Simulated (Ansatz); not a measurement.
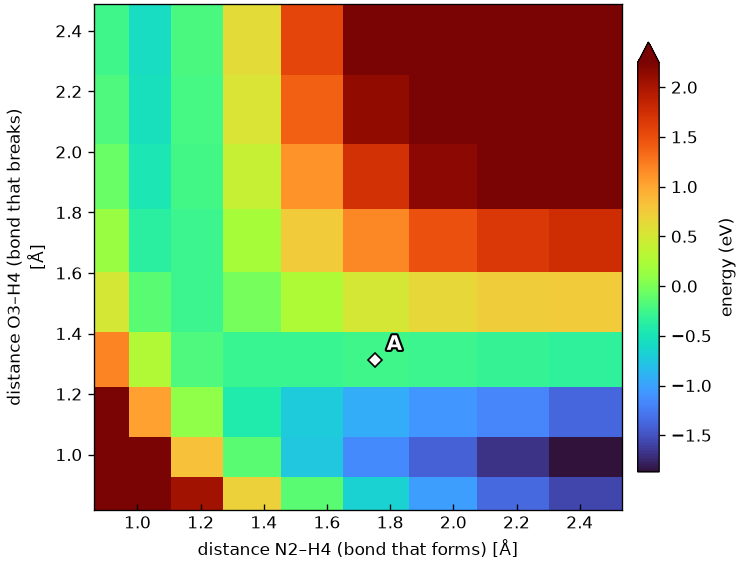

The reacting system ClGaH3NO. Coordinates scanned: (1) distance N2–H4 (bond that forms); (2) distance O3–H4 (bond that breaks). Relaxed at each point: all other coordinates. The scan uses a 9 × 9 grid. Points are written as (first, second). Energies: eV, counted from a guessed transition structure relaxed with its forming and breaking bonds held. Energies and slopes of some neighbouring points disagree (a jump in structure or state, or too coarse a mesh). The reference is spin-restricted, so regions where a bond is pulled apart into radicals lie too high. Computed with RKS PBE0-D4/def2-SVP (Ansatz 0.2.0).

The picture shows one coloured cell a grid point, one colour for all values above the top of the scale, the point A.

> Which way does the force act at A, and how strong is it?

A, at (1.752 Å, 1.313 Å), is not a stationary point. The computed force is nearly zero along the first coordinate and 4.1 eV for each Å towards smaller values of the second coordinate.
